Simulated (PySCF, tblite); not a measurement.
Potential energy curve for SeNa (cation, charge +1), lowest singlet found (which spin is the ground state isn't settled by this scan).

Computed with: RKS-B3LYP/3-21G = restricted B3LYP/3-21G (PySCF); GFN2-xTB, 300 K electronic temperature (tblite); RKS-B3LYP/6-31G* = restricted B3LYP/6-31G*, spherical d in PySCF.

Energies are in mEh, each relative to the lowest point of its own curve between 2.51 and 3.86 Å, where full CI is lowest.

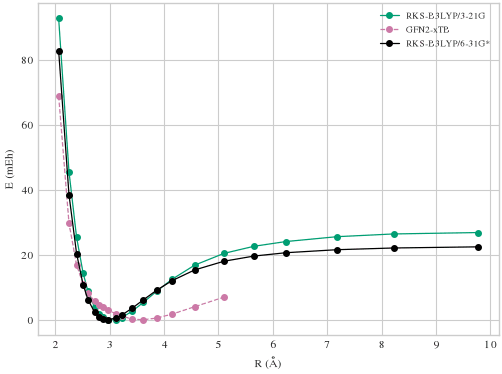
Figure: Energy against bond length for each method.

```csv
R / Å,RKS-B3LYP/3-21G,GFN2-xTB,RKS-B3LYP/6-31G*
2.06,92.6,68.8,82.7
2.25,45.5,29.7,38.5
2.39,25.3,16.9,20.3
2.51,14.3,10.9,10.8
2.60,8.7,8.1,6.1
2.72,3.9,5.7,2.4
2.81,1.7,4.5,0.8
2.87,0.8,3.8,0.3
2.97,0.0,2.9,0.0
3.11,0.0,1.9,0.5
3.22,0.7,1.2,1.4
3.41,2.6,0.2,3.5
3.62,5.4,0.0,6.2
3.86,8.7,0.5,9.0
4.14,12.4,1.7,12.0
4.56,16.8,4.0,15.3
5.10,20.4,7.0,18.0
5.65,22.6,—,19.6
6.24,24.1,—,20.6
7.18,25.5,—,21.5
8.22,26.4,—,22.1
9.77,26.8,—,22.4
```

At the longest distance, 9.77 Å, RKS-B3LYP/3-21G lies highest above its minimum (26.8 mEh) and RKS-B3LYP/6-31G* lowest (22.4 mEh).

Dashes: no converged value, or the column stops at the first point that the program doubted or that broke a chosen test of continuity, which isn't proof of a fault.

The restricted form behind RKS-B3LYP/3-21G, RKS-B3LYP/6-31G* keeps the bonding electrons paired and can't separate into open-shell fragments.
